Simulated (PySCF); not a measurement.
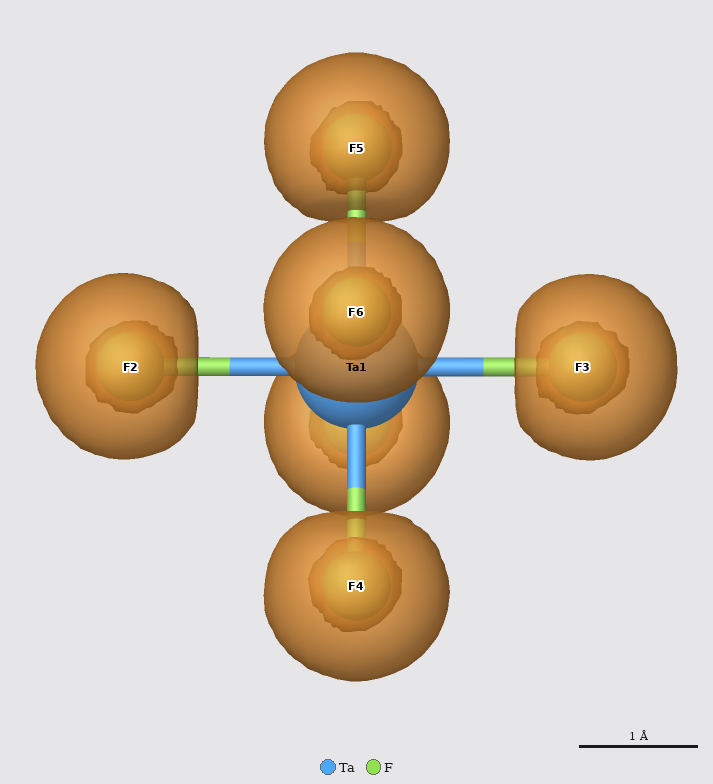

Figure 1: F$_{6}$Ta (SMILES [F][Ta-]([F])([F])([F])([F])[F]) (charge −1). Isosurface of the ELF at 0.75 (orange), seen from one side. Core shells and regions of very low density are left out.

Geometry: PBE0-D3(BJ)/ma-def2-SVP; core potentials replace the inner electrons of Ta.

All numbers below come from PySCF 2.14.0, density-fitted response routines, DFT single point, gas phase, functional BP86.

```xyz
7

Ta    0.0010    0.0014   -0.0077
F    -0.0116   -0.0029    1.9131
F     0.0137    0.0056   -1.9286
F     1.9211    0.0114    0.0050
F    -1.9192   -0.0085   -0.0203
F    -0.0091    1.9218   -0.0036
F     0.0108   -1.9190   -0.0120
```

Question: Where are the electrons localised?

Answer: The ELF exceeds this value in six regions wrapped around F (the valence shell of each).

Values along the shortest contacts:
Ta–F (1.92 Å): the ELF peaks at about 0.85 in the valence shell of F, 0.6 Å from its nucleus, and drops to about 0.20 between the two atoms.
